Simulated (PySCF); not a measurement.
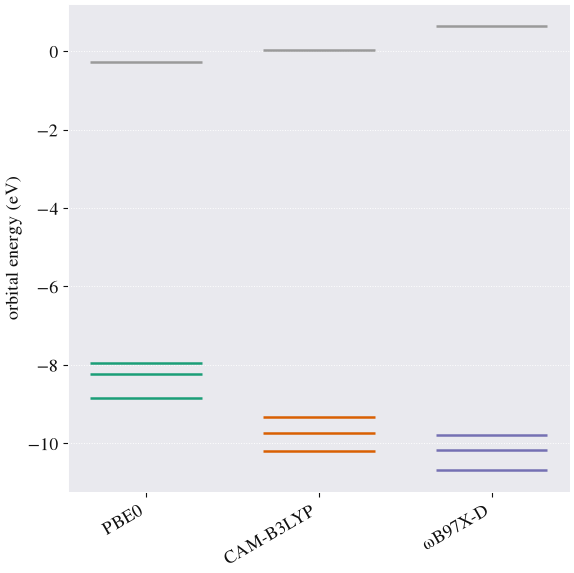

Frontier orbital energies of C₂H₃N₃ (1H-1,2,4-triazole), SMILES c1nc[nH]n1 at one geometry, aug-cc-pVTZ, PySCF 2.14.0, at a PBE0-D3(BJ)/def2-TZVP geometry (no frequency check). Empty levels are grey, levels within 0.1 eV stand side by side; all columns show the same few orbitals around the gap.

> How do the frontier levels move from column to column?

The separation grows from 7.67 eV (PBE0) to 10.44 eV (ωB97X-D).

```csv
level,HOMO (eV),LUMO (eV),separation (eV)
PBE0,−7.96,−0.29,7.67
CAM-B3LYP,−9.32,0.03,9.34
ωB97X-D,−9.80,0.64,10.44
```

Caveats, for all or some of the runs: empty levels above zero depend strongly on the basis.
